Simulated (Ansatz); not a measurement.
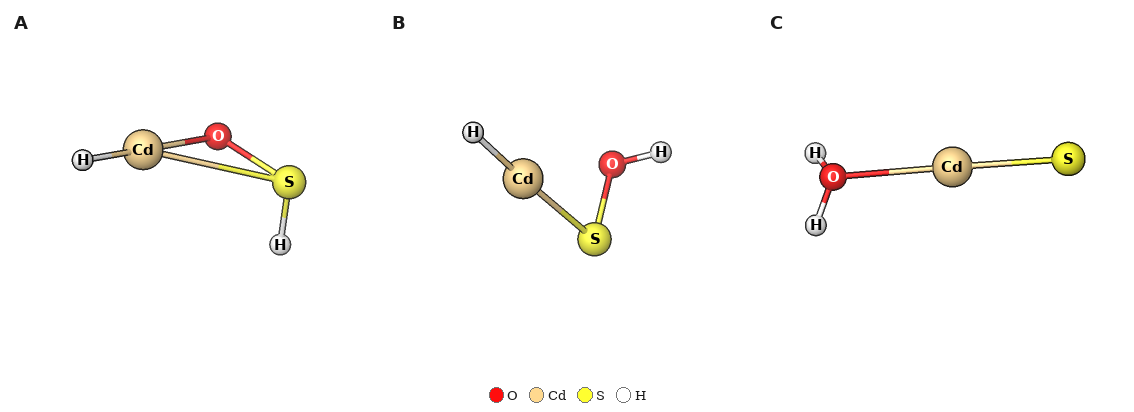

3 stationary structures of one formula. Geometries: PBE-D4/def2-SVP. Electronic energies: PBE-D4/def2-SVP (Ansatz 0.2.0), without zero-point energy. No frequency run is at hand to confirm each as a minimum.

> Which is lowest in energy, and by how much?

C is lowest; B lies 38.7 kJ/mol above it (C1), A lies 85.8 kJ/mol above it (C1).
